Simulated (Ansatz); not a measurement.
The figure comes from a scan of Os (fcc, Cu type): a phonon pattern at X = (0.5, 0.5, 0.0) is frozen into a 2-atom cell, Q being the largest atomic displacement. Computed with LDA (plane waves to 420 eV, PAW, scalar-relativistic; Ansatz, a first-principles code). k mesh 21×21×21 (Γ-centred), Fermi-Dirac smearing 0.05 eV. With partly filled bands, energies and forces of such displacements shift with the k mesh and the smearing. Os is run without spin polarisation. Os was relaxed with its symmetry unable to fall. Spin-orbit coupling is left out, though Os is heavy. This is one of several known forms of Os; the measured ambient cells at hand have space group No. 194. 

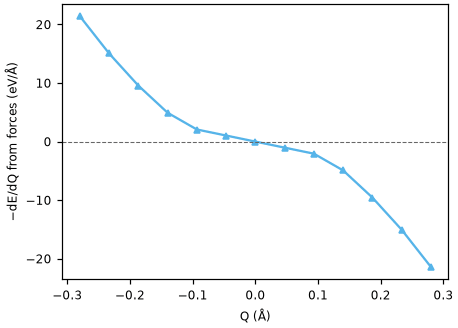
Fig. 1. −dE/dQ from forces (eV/Å) against Q (Å); one marker a computed point.

### Question
List the plotted points as numbers.

### Answer
To the nearest 1:

```tsv
Q (Å)	−dE/dQ from forces (eV/Å)
-0.280	21
-0.233	15
-0.187	10
-0.140	5
-0.093	2
-0.047	1
0.000	0
0.047	-1
0.093	-2
0.140	-5
0.187	-10
0.233	-15
0.280	-21
```

(A displaced cell: forces are minus the slopes of the energy, force constants its curvatures, and phonons follow from these.)
